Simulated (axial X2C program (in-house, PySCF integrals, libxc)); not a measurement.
# CrCl⁺: bond curves with and without spin–orbit coupling

Aim: find the lowest determinant of CrCl⁺, scan the bond at several levels and fit the constants, once spin-free and once with spin–orbit coupling.

Method: all-electron X2C, Cr dyall-cv3z, Cl dyall-av3z; program: an in-house X2C program for linear molecules on PySCF integrals.

All values are calculated.

### 1 The job

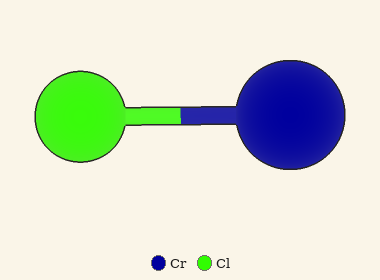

The two atoms at 2.210 Å (chromium blue, chlorine green).

task.json

```json
{
 "zs": [
  24,
  17
 ],
 "q": 1,
 "bas": [
  "dyall-cv3z",
  "dyall-av3z"
 ],
 "levels": [
  "PBE0",
  "HF",
  "LDA"
 ],
 "cc": true,
 "r0": 2.21,
 "thr": -2.0,
 "nmax": 90,
 "npts": 10,
 "nst": 2,
 "ntry": 6
}
```

Keys: zs atomic numbers; q charge; bas basis sets; levels methods (HF also brings MP2); cc coupled cluster on or off; r0 starting distance in Å; thr threshold in hartree for freezing inner shells (an s shell follows its p shell); nmax most natural virtual spinors; npts points asked for on the curve; nst determinants followed; ntry starts of the search.

Started as:

```bash
python so2c.py task.json out
```

Spin-free means the one-electron spin-free X2C Hamiltonian; two-component (2c) means X2C with spin–orbit coupling and atomic mean-field two-electron Coulomb and Gaunt terms. Basis: Cr dyall-cv3z contracted to [9s10p6d3f2g], Cl dyall-av3z contracted to [9s8p3d2f]; Gaussian nuclei, density fitting. Masses: Cr 51.941 u, Cl 34.969 u.

Notation: σ, π±, δ± give the projection m of an orbital's angular momentum (0, ±1, ±2), α and β its spin, Λ and M_S the sums; ω is the projection of a spinor's total angular momentum and Ω the sum. Logs are in hartree.

The results follow Hamiltonian by Hamiltonian and level by level.

### 2 Search for the lowest determinant

PBE0 moves the distance from 2.210 Å to 2.114 Å and compares determinants there.

Spin-free determinants:

| ΔE (eV) | state | open shells |
| --- | --- | --- |
| 0.00 | M_S = 2, Λ = 0 | beyond closed shells: π+α, π-α, δ+α, δ-α |
| 0.14 | M_S = 2, Λ = 1 | beyond closed shells: σα, π+α, δ+α, δ-α |
| 1.04 | M_S = 2, Λ = 2 | beyond closed shells: σα, π+α, π-α, δ+α |
| 1.82 | M_S = 1, Λ = 1 | beyond closed shells: σβ, π+α, δ+α, δ-α |
| 2.32 | M_S = 1, Λ = 2 | beyond closed shells: π+α, π+β, δ+α, δ-α |
| 2.32 | M_S = 1, Λ = 0 | beyond closed shells: π+β, π-α, δ+α, δ-α |
| 2.47 | M_S = 3, Λ = 1 | beyond closed shells: σα, 2 × π+α, π+β, 2 × π-α, δ+α, δ-α |

Two-component determinants:

| ΔE (eV) | state | open shells |
| --- | --- | --- |
| 0.00 | Ω = 2 | excess of +ω over −ω: ω = -1/2, ω = 5/2 |
| 0.12 | Ω = 1 | excess of +ω over −ω: ω = -3/2, ω = 5/2 |
| 0.16 | Ω = 3 | excess of +ω over −ω: ω = 1/2, ω = 5/2 |
| 1.07 | Ω = 4 | excess of +ω over −ω: ω = 3/2, ω = 5/2 |
| 1.79 | Ω = 0 | excess of +ω over −ω: 2 × ω = -1/2, ω = -3/2, ω = 5/2 |
| 2.32 | Ω = 1 | excess of +ω over −ω: ω = 1/2, 2 × ω = 3/2, ω = -5/2 |
| 2.36 | Ω = 1 | excess of +ω over −ω: ω = -3/2, ω = 5/2 |

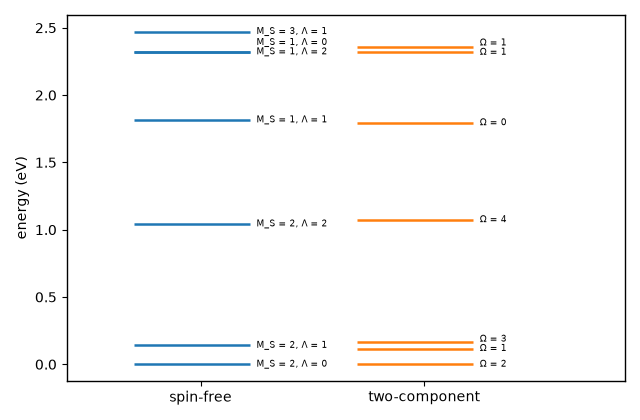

The determinants found, each set from its own lowest.

### 3 PBE0, spin-free

State followed: M_S = 2, Λ = 0 (beyond closed shells: π+α, π-α, δ+α, δ-α). The scan is laid around 2.114 Å, a first estimate of the minimum, and this SCF restarts from the orbitals of the search.

Output at 2.114 Å:

```text
spin-free X2C-1e  PBE0
basis functions 170  fitting functions 917  grid points 5080
iter        total energy     max residual
   1      -1511.864234185     4.11e-05
   2      -1511.864234191     3.39e-05
   3      -1511.864234207     1.17e-05
   4      -1511.864234209     2.99e-06
converged
one-electron -2276.67784551  Coulomb 739.71619911  exact exchange -18.88445411  xc functional -58.14883477  nuclear repulsion 102.13070107
```

Along the bond, energies from the lowest point:

```tsv
R (Å)	E (eV)	μ (D)	HOMO (eV)	LUMO (eV)	iterations
1.839	1.0486	-5.26	-13.48	-10.26	22
1.924	0.4355	-5.74	-13.67	-10.36	20
1.987	0.1719	-6.08	-13.77	-10.46	19
2.051	0.0367	-6.41	-13.82	-10.56	16
2.114	0.0000	-6.73	-13.82	-10.67	4
2.188	0.0505	-7.08	-13.77	-10.81	19
2.262	0.1733	-7.39	-13.69	-10.94	14
2.357	0.3994	-7.73	-13.56	-11.10	18
2.473	0.7282	-8.01	-13.40	-11.24	16
2.643	1.2108	-8.11	-13.26	-11.30	20
```

Dipoles are positive if Cl is the positive end and refer to the centre of mass.

Outer orbitals at the reference distance:

| symmetry | occupied | ε (eV) | atomic character |
| --- | --- | --- | --- |
| σα | yes | -27.79 | 81% Cl s, 8% Cr d, 7% Cr p |
| σβ | yes | -27.78 | 81% Cl s, 7% Cr d, 7% Cr p |
| π+α | yes | -16.41 | 79% Cr d, 19% Cl p |
| π-α | yes | -16.41 | 79% Cr d, 19% Cl p |
| σα | yes | -16.09 | 67% Cl p, 22% Cr d, 5% Cr s |
| σβ | yes | -15.88 | 79% Cl p, 10% Cr d, 5% Cr s |
| δ+α | yes | -15.34 | 100% Cr d |
| δ-α | yes | -15.34 | 100% Cr d |
| π+β | yes | -14.51 | 86% Cl p, 10% Cr d, 3% Cr p |
| π-β | yes | -14.51 | 86% Cl p, 10% Cr d, 3% Cr p |
| π+α | yes | -13.82 | 72% Cl p, 22% Cr d, 4% Cr p |
| π-α | yes | -13.82 | 72% Cl p, 22% Cr d, 4% Cr p |
| σα | no | -10.67 | 59% Cr d, 25% Cr s, 13% Cl p |
| σα | no | -8.90 | 37% Cr s, 34% Cr p, 12% Cl p |
| σβ | no | -8.60 | 49% Cr d, 37% Cr s, 8% Cl p |
| σβ | no | -7.43 | 32% Cr p, 30% Cr d, 26% Cr s |

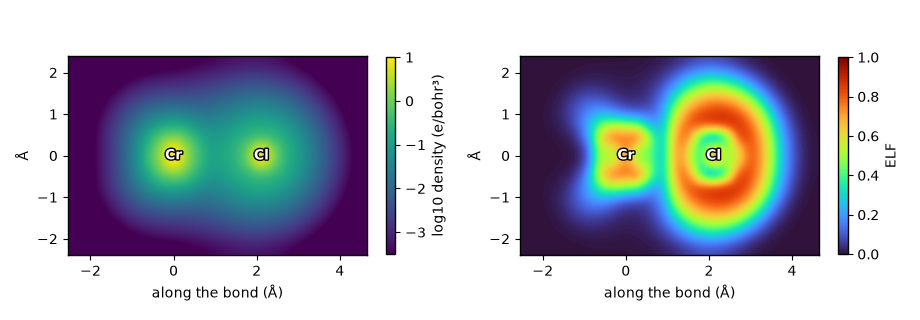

PBE0 fields in a plane through the axis, from a grid of 0.3 Å; Cr lies at z = 0 and Cl at z = 2.114 Å; the ELF is damped to zero where the density is low.

Re = 2.110 Å, ωe = 495 cm⁻¹, ωexe = 1.85 cm⁻¹, Be = 0.1811 cm⁻¹, De = 2.49 eV, μ = -6.71 D.

### 4 HF, spin-free

Output at 2.114 Å:

```text
spin-free X2C-1e  HF
basis functions 170  fitting functions 917  grid points 5080
iter        total energy     max residual
   1      -1510.368761762     1.93e-01
   2      -1510.401738695     1.52e-02
   3      -1510.406150032     3.18e-02
   4      -1510.407376353     5.20e-03
   5      -1510.407608533     1.83e-03
   6      -1510.407676704     1.70e-03
   7      -1510.407686990     4.36e-04
   8      -1510.407689262     1.43e-04
   9      -1510.407689544     1.01e-04
  10      -1510.407689584     1.68e-05
  11      -1510.407689588     5.84e-06
  12      -1510.407689588     3.63e-06
  13      -1510.407689588     6.26e-07
converged
one-electron -2276.07049694  Coulomb 739.19724948  exact exchange -75.66514319  xc functional 0.00000000  nuclear repulsion 102.13070107
```

Re = 2.181 Å, ωe = 484 cm⁻¹, ωexe = 1.32 cm⁻¹, Be = 0.1695 cm⁻¹, De = 1.44 eV, μ = -8.96 D.

### 5 LDA, spin-free

The SCF at the reference distance of 2.114 Å:

```text
spin-free X2C-1e  LDA
basis functions 170  fitting functions 917  grid points 5080
iter        total energy     max residual
   1      -1508.410076153     4.64e-01
   2      -1508.419704368     2.97e-01
   3      -1508.425897714     8.37e-02
   4      -1508.426184360     2.53e-02
   5      -1508.426571358     7.61e-03
   6      -1508.426587783     3.33e-03
   7      -1508.426589868     1.40e-04
   8      -1508.426589947     3.94e-04
   9      -1508.426590027     1.32e-05
  10      -1508.426590027     6.32e-06
converged
one-electron -2276.41695175  Coulomb 739.35149198  exact exchange 0.00000000  xc functional -73.49183132  nuclear repulsion 102.13070107
```

Re = 2.073 Å, ωe = 507 cm⁻¹, ωexe = 1.92 cm⁻¹, Be = 0.1877 cm⁻¹, De = 3.39 eV, μ = -5.51 D.

### 6 MP2 and beyond, spin-free

Correlated methods: 12 electrons correlated (frozen shells, counted by type: Cr 3 s, 2 p; Cl 2 s, 1 p), 262 virtual spinors in MP2, 90 natural virtuals in coupled cluster.

Output of the correlated part at 2.114 Å:

```text
correlated 12  virtual 262  natural virtual 90  E(MP2) -0.276819616  MP2 remainder -0.011256976
iter   CCSD correlation   residual
   1     -0.280267589   9.36e-02
   2     -0.285964971   4.24e-02
   3     -0.288536436   2.08e-02
   4     -0.288864077   9.34e-03
   5     -0.288995899   2.91e-03
   6     -0.289023464   1.07e-03
   7     -0.289019985   3.90e-04
   8     -0.289023328   1.64e-04
   9     -0.289021018   7.11e-05
  10     -0.289021237   3.12e-05
  11     -0.289020867   1.36e-05
  12     -0.289020943   6.17e-06
  13     -0.289020910   2.90e-06
  14     -0.289020897   1.32e-06
(T) -0.011709800  T1 0.0288  D1 0.0647  max T2 0.043
```

T1 in the output is the amplitude norm over the root of the electron number; divide by √2 for the Lee–Taylor value.

MP2: Re = 2.137 Å, ωe = 492 cm⁻¹, Be = 0.1766 cm⁻¹, De = 2.33 eV.

CCSD: Re = 2.138 Å, ωe = 494 cm⁻¹, ωexe = 1.44 cm⁻¹, Be = 0.1765 cm⁻¹, De = 2.21 eV. T1 at Re = 0.020 (Lee–Taylor, the printed value over √2).

CCSD(T): Re = 2.135 Å, ωe = 493 cm⁻¹, ωexe = 1.46 cm⁻¹, Be = 0.1769 cm⁻¹, De = 2.32 eV. T1 at Re = 0.020 (Lee–Taylor, the printed value over √2).

### 7 A higher determinant, spin-free

State: M_S = 2, Λ = 1 (beyond closed shells: σα, π+α, δ+α, δ-α).

Output at the reference distance:

```text
spin-free X2C-1e  PBE0
basis functions 170  fitting functions 917  grid points 5080
iter        total energy     max residual
   1      -1511.859091829     2.06e-05
   2      -1511.859091834     1.52e-05
converged
one-electron -2276.28700488  Coulomb 739.28082127  exact exchange -18.86868706  xc functional -58.11492223  nuclear repulsion 102.13070107
```

```tsv
R (Å)	E above the lowest PBE0 point (eV)
1.839	1.038
1.924	0.505
1.987	0.279
2.051	0.167
2.114	0.140
2.188	0.189
2.262	0.297
2.357	0.491
2.473	0.768
```

Re = 2.106 Å, ωe = 464 cm⁻¹, ωexe = 2.21 cm⁻¹, Be = 0.1819 cm⁻¹, μ = -6.05 D. Te = 0.14 eV.

### 8 The spin-free curves together

Energy (eV) of the followed determinant, spin-free, from each level's lowest point:

```tsv
R (Å)	PBE0	HF	MP2	CCSD	CCSD(T)	LDA
1.839	1.049	1.716	1.262	n/a	n/a	0.774
1.924	0.436	0.857	0.569	0.576	0.561	0.272
1.987	0.172	0.443	0.253	0.256	0.248	0.078
2.051	0.037	0.183	0.074	0.075	0.071	0.000
2.114	0.000	0.044	0.000	0.000	0.000	0.011
2.188	0.051	0.000	0.017	0.017	0.020	0.105
2.262	0.173	0.052	0.118	0.118	0.122	0.261
2.357	0.399	0.221	0.333	0.333	0.338	0.518
2.473	0.728	0.527	0.681	n/a	n/a	0.874
2.643	1.211	1.072	1.277	n/a	n/a	1.396
```

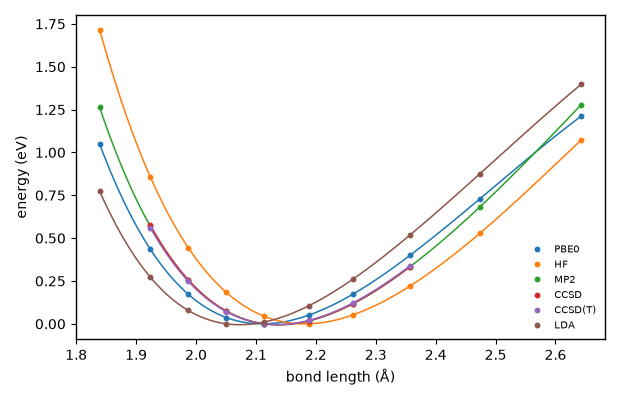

Curves of the followed state, spin-free, each from its own lowest point.

### 9 PBE0, 2c

State followed: Ω = 2 (excess of +ω over −ω: ω = -1/2, ω = 5/2). The scan is laid around 2.114 Å, a first estimate of the minimum, and this SCF restarts from the orbitals of the search.

The SCF at the reference distance of 2.114 Å:

```text
two-component X2C + atomic mean field  PBE0
basis functions 170  fitting functions 917  grid points 5080
iter        total energy     max residual
   1      -1511.535690972     1.09e-05
   2      -1511.535690974     9.89e-06
converged
one-electron -2275.85409693  Coulomb 739.53859688  exact exchange -18.87975955  xc functional -58.13439412  nuclear repulsion 102.13070107  atomic mean-field constant -0.33673832
```

Along the bond, energies from the lowest point:

```tsv
R (Å)	E (eV)	μ (D)	HOMO (eV)	LUMO (eV)	iterations
1.839	1.0506	-5.25	-13.45	-10.26	22
1.924	0.4368	-5.73	-13.64	-10.36	22
1.987	0.1728	-6.08	-13.73	-10.46	21
2.051	0.0371	-6.41	-13.78	-10.56	18
2.114	0.0000	-6.72	-13.78	-10.67	2
2.188	0.0501	-7.07	-13.74	-10.81	20
2.262	0.1723	-7.38	-13.65	-10.94	15
2.357	0.3977	-7.72	-13.52	-11.10	19
2.473	0.7253	-7.99	-13.37	-11.24	21
2.643	1.2045	-8.07	-13.24	-11.30	24
```

Dipoles are positive if Cl is the positive end and refer to the centre of mass.

Outer spinors at the reference distance:

```csv
ω,occupied,ε (eV),atomic character,λ mixture
1/2,yes,-27.79,"81% Cl s, 8% Cr d, 7% Cr p",100% σ
-1/2,yes,-27.78,"81% Cl s, 7% Cr d, 7% Cr p",100% σ
-1/2,yes,-16.43,"79% Cr d, 20% Cl p",100% π
3/2,yes,-16.39,"79% Cr d, 19% Cl p",100% π
1/2,yes,-16.09,"67% Cl p, 22% Cr d, 5% Cr s",100% σ
-1/2,yes,-15.88,"79% Cl p, 10% Cr d, 5% Cr s",100% σ
-3/2,yes,-15.37,100% Cr d,100% δ
5/2,yes,-15.31,100% Cr d,100% δ
1/2,yes,-14.55,"86% Cl p, 10% Cr d, 3% Cr p",100% π
-3/2,yes,-14.47,"86% Cl p, 10% Cr d, 3% Cr p",100% π
-1/2,yes,-13.85,"72% Cl p, 22% Cr d, 4% Cr p",100% π
3/2,yes,-13.78,"73% Cl p, 22% Cr d, 4% Cr p",100% π
1/2,no,-10.67,"59% Cr d, 25% Cr s, 13% Cl p",100% σ
1/2,no,-8.90,"37% Cr s, 34% Cr p, 12% Cl p",100% σ
-1/2,no,-8.60,"50% Cr d, 37% Cr s, 8% Cl p",100% σ
-1/2,no,-7.43,"32% Cr p, 30% Cr d, 26% Cr s",100% σ
```

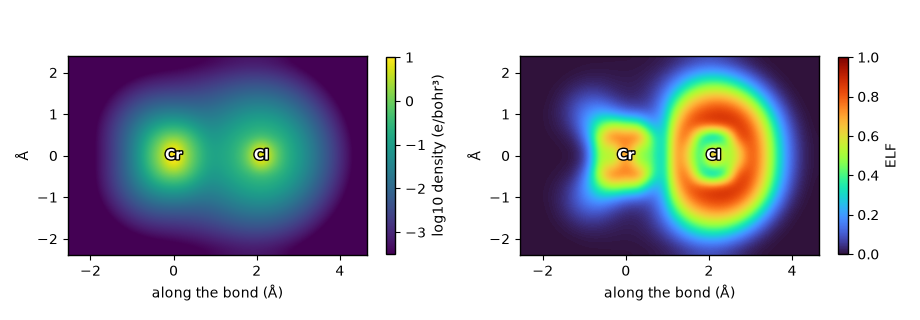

PBE0 fields in a plane through the axis, from a grid of 0.3 Å; Cr lies at z = 0 and Cl at z = 2.114 Å; the ELF is damped to zero where the density is low.

Re = 2.111 Å, ωe = 495 cm⁻¹, ωexe = 1.85 cm⁻¹, Be = 0.1811 cm⁻¹, De = 2.48 eV, μ = -6.71 D.

### 10 HF, 2c

Output at 2.114 Å:

```text
two-component X2C + atomic mean field  HF
basis functions 170  fitting functions 917  grid points 5080
iter        total energy     max residual
   1      -1510.040575498     1.93e-01
   2      -1510.073555391     1.52e-02
   3      -1510.077975629     3.19e-02
   4      -1510.079208109     5.05e-03
   5      -1510.079443114     1.84e-03
   6      -1510.079512275     1.71e-03
   7      -1510.079522806     4.41e-04
   8      -1510.079525168     1.47e-04
   9      -1510.079525483     1.08e-04
  10      -1510.079525545     2.92e-05
  11      -1510.079525563     2.38e-05
  12      -1510.079525580     3.10e-05
  13      -1510.079525592     1.92e-05
  14      -1510.079525597     7.06e-06
  15      -1510.079525598     3.08e-06
  16      -1510.079525598     2.03e-06
converged
one-electron -2275.24440234  Coulomb 739.01727827  exact exchange -75.64636428  xc functional 0.00000000  nuclear repulsion 102.13070107  atomic mean-field constant -0.33673832
```

Re = 2.182 Å, ωe = 483 cm⁻¹, ωexe = 1.32 cm⁻¹, Be = 0.1695 cm⁻¹, De = 1.37 eV, μ = -8.96 D.

### 11 LDA, 2c

Output at 2.114 Å:

```text
two-component X2C + atomic mean field  LDA
basis functions 170  fitting functions 917  grid points 5080
iter        total energy     max residual
   1      -1508.081861178     4.64e-01
   2      -1508.091486703     2.97e-01
   3      -1508.097681874     8.34e-02
   4      -1508.097968947     2.53e-02
   5      -1508.098355300     7.60e-03
   6      -1508.098371823     3.31e-03
   7      -1508.098373943     1.40e-04
   8      -1508.098374040     4.15e-04
   9      -1508.098374126     1.52e-05
  10      -1508.098374130     1.19e-05
converged
one-electron -2275.59327747  Coulomb 739.17395243  exact exchange 0.00000000  xc functional -73.47301184  nuclear repulsion 102.13070107  atomic mean-field constant -0.33673832
```

Re = 2.073 Å, ωe = 506 cm⁻¹, ωexe = 1.83 cm⁻¹, Be = 0.1877 cm⁻¹, De = 3.35 eV, μ = -5.51 D.

### 12 MP2 and beyond, 2c

Correlated methods: 12 electrons correlated (frozen shells, counted by type: Cr 3 s, 2 p; Cl 2 s, 1 p), 262 virtual spinors in MP2, 90 natural virtuals in coupled cluster.

Output of the correlated part at 2.114 Å:

```text
correlated 12  virtual 262  natural virtual 90  E(MP2) -0.276839622  MP2 remainder -0.011257806
iter   CCSD correlation   residual
   1     -0.280285098   9.37e-02
   2     -0.285984920   4.24e-02
   3     -0.288561326   2.09e-02
   4     -0.288890485   9.37e-03
   5     -0.289022919   2.92e-03
   6     -0.289050606   1.08e-03
   7     -0.289047110   3.97e-04
   8     -0.289050520   1.70e-04
   9     -0.289048141   7.73e-05
  10     -0.289048409   3.71e-05
  11     -0.289047992   1.90e-05
  12     -0.289048104   1.11e-05
  13     -0.289048062   6.94e-06
  14     -0.289048051   4.01e-06
(T) -0.011717606  T1 0.0288  D1 0.0649  max T2 0.043
```

MP2: Re = 2.138 Å, ωe = 492 cm⁻¹, Be = 0.1765 cm⁻¹, De = 2.29 eV.

CCSD: Re = 2.138 Å, ωe = 494 cm⁻¹, ωexe = 1.45 cm⁻¹, Be = 0.1765 cm⁻¹, De = 2.16 eV. T1 at Re = 0.020 (Lee–Taylor, the printed value over √2).

CCSD(T): Re = 2.135 Å, ωe = 493 cm⁻¹, ωexe = 1.46 cm⁻¹, Be = 0.1769 cm⁻¹, De = 2.28 eV. T1 at Re = 0.020 (Lee–Taylor, the printed value over √2).

### 13 A higher determinant, 2c

State: Ω = 1 (excess of +ω over −ω: ω = -3/2, ω = 5/2).

Output at the reference distance:

```text
two-component X2C + atomic mean field  PBE0
basis functions 170  fitting functions 917  grid points 5080
iter        total energy     max residual
   1      -1511.531386113     1.28e-05
   2      -1511.531386113     8.48e-06
converged
one-electron -2275.47659147  Coulomb 739.11641384  exact exchange -18.86413811  xc functional -58.10103311  nuclear repulsion 102.13070107  atomic mean-field constant -0.33673832
```

```tsv
R (Å)	E above the lowest PBE0 point (eV)
1.839	1.019
1.924	0.484
1.987	0.258
2.051	0.145
2.114	0.117
2.188	0.165
2.262	0.272
2.357	0.465
2.473	0.739
```

Re = 2.106 Å, ωe = 463 cm⁻¹, ωexe = 2.23 cm⁻¹, Be = 0.1818 cm⁻¹, μ = -6.03 D. Te = 0.12 eV.

### 14 The 2c curves together

Energy (eV) of the followed determinant, 2c, from each level's lowest point:

```tsv
R (Å)	PBE0	HF	MP2	CCSD	CCSD(T)	LDA
1.839	1.051	1.719	1.264	n/a	n/a	0.775
1.924	0.437	0.859	0.570	0.577	0.562	0.273
1.987	0.173	0.445	0.254	0.257	0.249	0.078
2.051	0.037	0.184	0.074	0.075	0.071	0.000
2.114	0.000	0.045	0.000	0.000	0.000	0.010
2.188	0.050	0.000	0.017	0.017	0.020	0.104
2.262	0.172	0.052	0.117	0.117	0.122	0.259
2.357	0.398	0.220	0.332	0.332	0.337	0.515
2.473	0.725	0.526	0.679	n/a	n/a	0.863
2.643	1.205	1.070	1.275	n/a	n/a	1.329
```

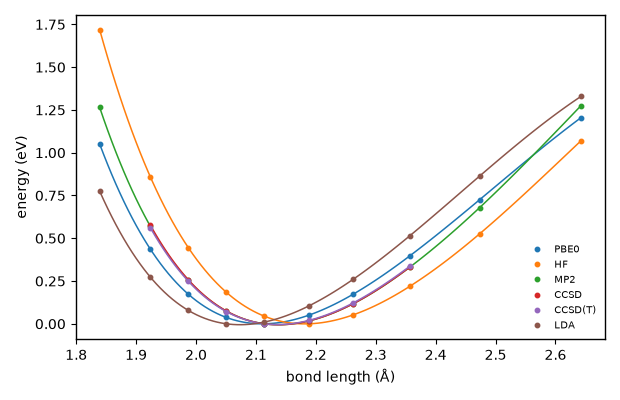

Curves of the followed state, 2c, each from its own lowest point.

The whole job took 78 s on 1 thread of AMD EPYC 9R45 (Zen 5), shared host; peak memory 0.75 GiB.

### 15 What came out

Lowest determinant that the search found at its distance, spin-free: M_S = 2, Λ = 0 (beyond closed shells: π+α, π-α, δ+α, δ-α).

Lowest determinant that the search found at its distance, 2c: Ω = 2 (excess of +ω over −ω: ω = -1/2, ω = 5/2).

```tsv
Hamiltonian	level	Re (Å)	ωe (cm⁻¹)	De (eV)	μ (D)
spin-free	PBE0	2.110	495	2.49	-6.71
spin-free	HF	2.181	484	1.44	-8.96
spin-free	MP2	2.137	492	2.33	n/a
spin-free	CCSD	2.138	494	2.21	n/a
spin-free	CCSD(T)	2.135	493	2.32	n/a
spin-free	LDA	2.073	507	3.39	-5.51
2c	PBE0	2.111	495	2.48	-6.71
2c	HF	2.182	483	1.37	-8.96
2c	MP2	2.138	492	2.29	n/a
2c	CCSD	2.138	494	2.16	n/a
2c	CCSD(T)	2.135	493	2.28	n/a
2c	LDA	2.073	506	3.35	-5.51
```

Dipoles are positive if Cl is the positive end and refer to the centre of mass.

Time per point (s) on 1 thread of AMD EPYC 9R45 (Zen 5), shared host (2c runs; CCSD comes with the CCSD(T) run); the times are rough: PBE0 0.4, HF 0.22, MP2 0.33, CCSD(T) 2.5, LDA 0.18.

What this shows: At CCSD(T), going from spin-free to two-component changes Re by 0 mÅ, ωe by 0.0 %, which is small (part of it comes from the scalar share of the two-electron terms). De moves by -0.04 eV; both De rest on single-determinant atoms, which can miss part of an open shell's spin–orbit lowering.

De refers to Cr+ + Cl, each in the lowest determinant found, which need not be this curve's own limit. The state is a single determinant with fixed occupations, the lowest that a limited PBE0 search found. Dissociation energies refer to the lowest single-determinant-based atoms at the same level and basis. Density functionals use the spin component along the axis (collinear). Coupled cluster ran in a truncated set of natural virtual spinors; the MP2 energy of the rest was added. With several unpaired electrons one determinant need not be a pure state. At some level an empty orbital lies below a filled one. The spin-free determinant is spin-contaminated at some levels, which hurts MP2 most.
